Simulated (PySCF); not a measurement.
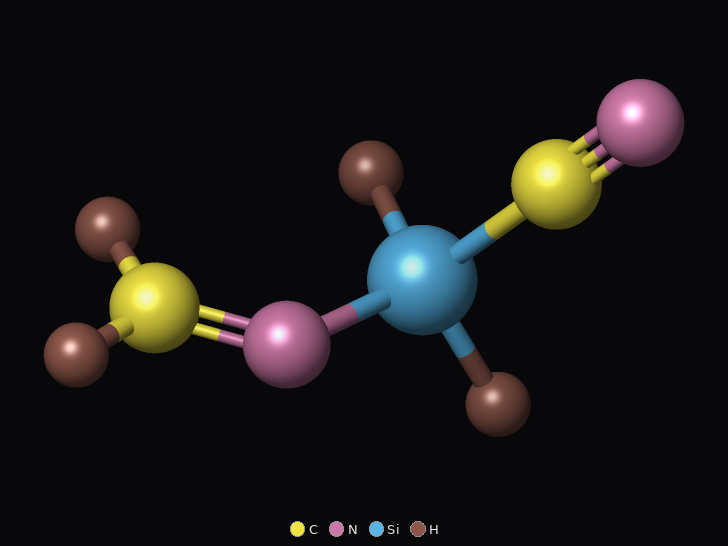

Ball-and-stick drawing of a structure. Double and triple bonds are drawn as two and three sticks.

Describe the molecule.

It has 9 atoms: 2 carbon, 4 hydrogen, 2 nitrogen and 1 silicon (C2H4N2Si). Its SMILES string is `C=N[SiH2]C#N`. It has no ring. Among its groups: nitrile, imine, Si–H bond, Si–N bond. This geometry has C1 symmetry. Coordination: 1 C trigonal planar; 1 N bent; 1 Si tetrahedral; 1 C linear.

The parts below concern this one geometry. Atoms keep their numbers from picture to picture. The geometry was computed by an optimisation with PBE0-D3(BJ)/def2-SVP. No frequency run is at hand to confirm it as a minimum.

## Geometry

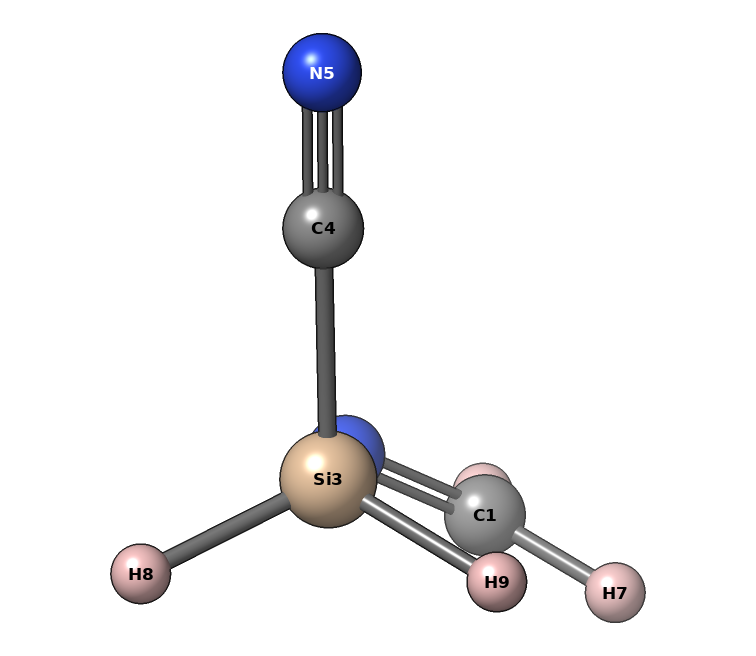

N2 lies behind Si3. The molecule seen nearly along the Si3–N2 bond, Si3 in front. Depth is shown by fading: the farther an atom, the more it takes the colour of the background. No frequency run is at hand to confirm it as a minimum.

**What is the torsion angle C4–Si3–N2–C1? The sign is positive where the front bond must turn clockwise to cover the back bond.**

118°, anticlinal.

## Dipole moment

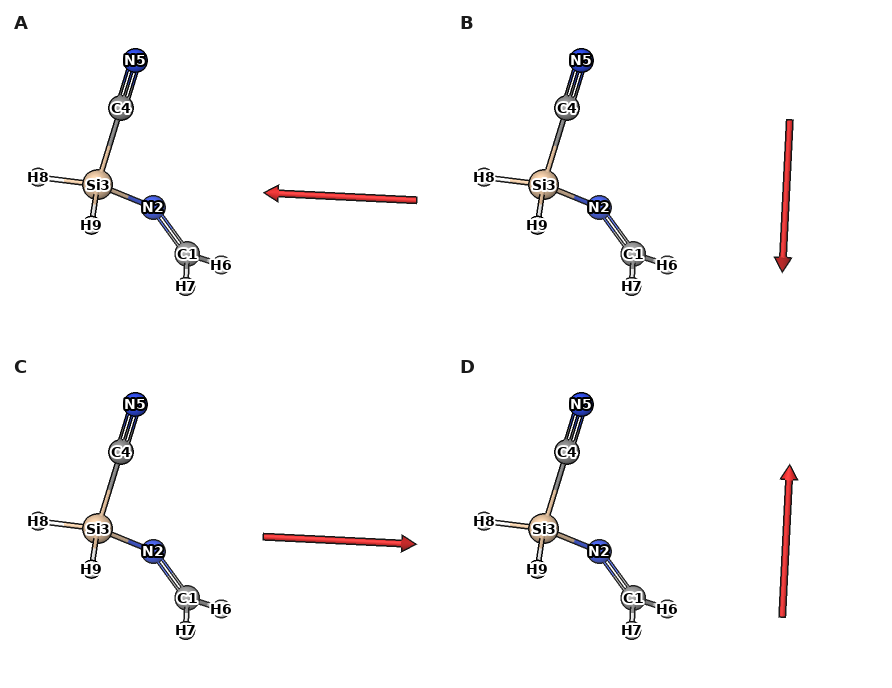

The same molecule four times, each with an arrow. No frequency run is at hand to confirm it as a minimum. Level of theory: CAM-B3LYP/def2-SVPD in dimethylsulfoxide (IEF-PCM) (PySCF 2.14.0).

**Which arrow points along the dipole moment, from the negative to the positive end?**

B. The dipole moment is 6.10 D; it points from the side of N5 to the side of H7 (the outermost atoms at the two ends).

## Excitation

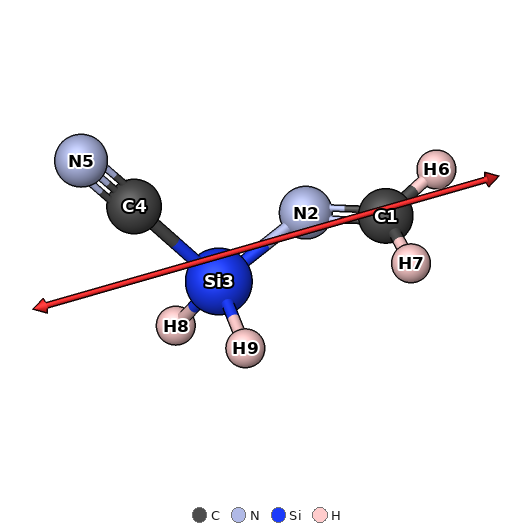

The double arrow shows the direction of the transition dipole to excited singlet state 2 (its length means nothing). No frequency run is at hand to confirm it as a minimum. Level of theory: TDDFT CAM-B3LYP/def2-SVPD, vertical, gas phase, core orbitals frozen in the response (PySCF 2.14.0).

**Give its energy, strength and character.**

6.36 eV (195 nm), oscillator strength 0.031, mainly HOMO → LUMO+1 (weight 0.95); transition dipole 1.14 D.

## NMR shielding

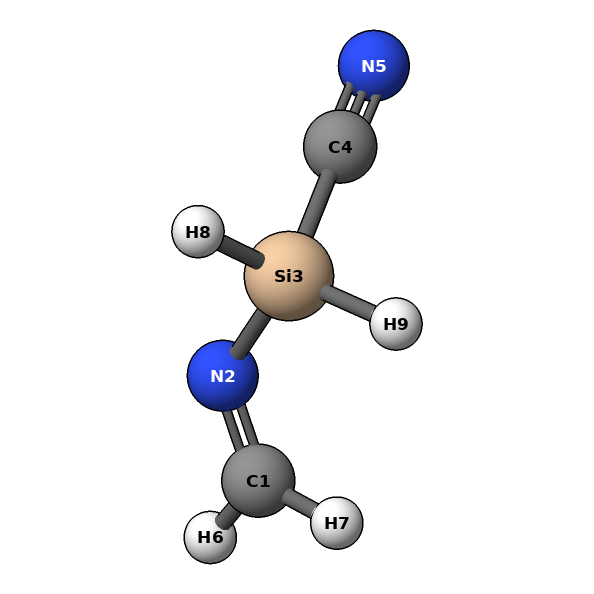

The questions are on isotropic NMR shieldings of the N atoms. No frequency run is at hand to confirm it as a minimum. Level of theory: GIAO PBE0/pcSseg-1 NMR shielding, non-relativistic, IEF-PCM dimethylsulfoxide (PySCF 2.14.0).

Give the isotropic NMR shieldings of the N atoms atom by atom.

```csv
atom,σ (ppm)
N2,−114.5
N5,−84.0
```
